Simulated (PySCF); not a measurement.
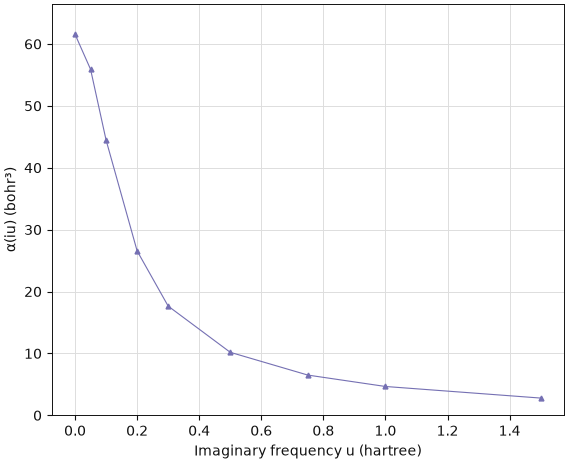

Dipole polarisability at imaginary frequency of Zr⁺ ([Kr] 4d² 5s). Coupled response at the PBE level; PySCF, dyall-av2z, non-relativistic, unrestricted single determinants, no spin-orbit coupling.

Give the static polarisability, its fall-off and C₆.

Answer. The static dipole polarisability is 61.6 bohr³; α(iu) falls to half of it near u = 0.17 hartree. The Casimir–Polder integral gives C₆ = 522 hartree bohr⁶ for two such species.
